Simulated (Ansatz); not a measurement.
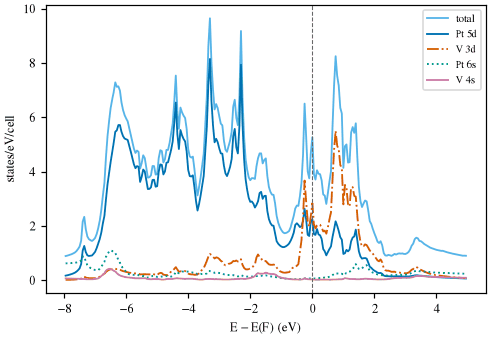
Total and projected density of states of VPt3 (Cu3Au type, Pm-3m), DFT-PBEsol in the program Ansatz with PAW potentials

**Question.** Which orbitals carry the states next to the Fermi level?

**Answer.** Within 0.5 eV of the Fermi level: V 3d 50 %, Pt 5d 45 %. Projections are on Löwdin-orthogonalised atomic valence shells; empty p or d shells of many metals are not among them.

**Question.** Where is the tallest occupied peak in this window, and what makes it?

**Answer.** Near -3.3 eV, about 9.6 states/eV per cell; the largest projected share is Pt 5d.

The first step of the workflow began from a Materials Project structure, measured or hypothetical; the Crystallography Open Database files this formula in space group No. 221, but the cells were not matched. Its standing as an ambient phase is unchecked. The cell was relaxed with PBEsol under the symmetry of its start; its stability against distortions is not shown here. Spin order of the final state: ferromagnetic, chosen from 4 collinear starts compared on coarse meshes (ties went to the first, and starts can fall back to one state), not a proven ground state. Spin–orbit coupling is left out wherever it is not named.

Potentials: the later of the program's two PAW sets.
